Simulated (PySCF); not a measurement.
Consider YI.

```yaml
atoms:
  - { symbol: Y, position_ang: [0.0000, 0.0000, -1.6312] }
  - { symbol: I, position_ang: [0.0000, 0.0000, 1.1428] }
```

Core potentials replace the inner electrons of Y and I.

Method: PySCF 2.14.0, PBE0/def2-TZVPP, non-relativistic Hamiltonian with scalar-relativistic core potentials where named, at a bond length of 2.774 Å.

> What will maps of the electron density and electron localisation function show?

Y–I (2.77 Å): ρ at the midpoint is about 0.42 e/Å³; the ELF peaks at about 0.75 in the valence shell of I, 1.2 Å from its nucleus, and falls to about 0.25 next to Y (an ionic contact with no shared pair).

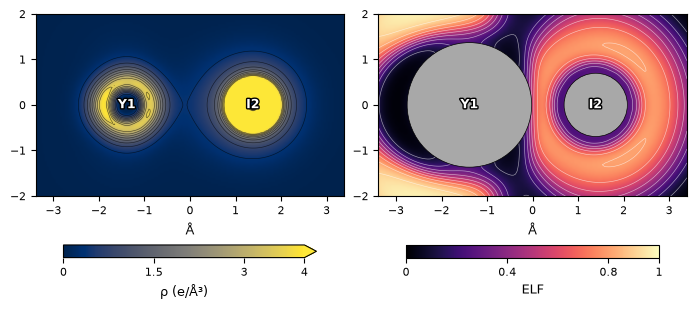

Computed electron density and electron localisation function on a plane that holds the molecular axis, in this order. Grey discs cover the atomic cores in the ELF map. 
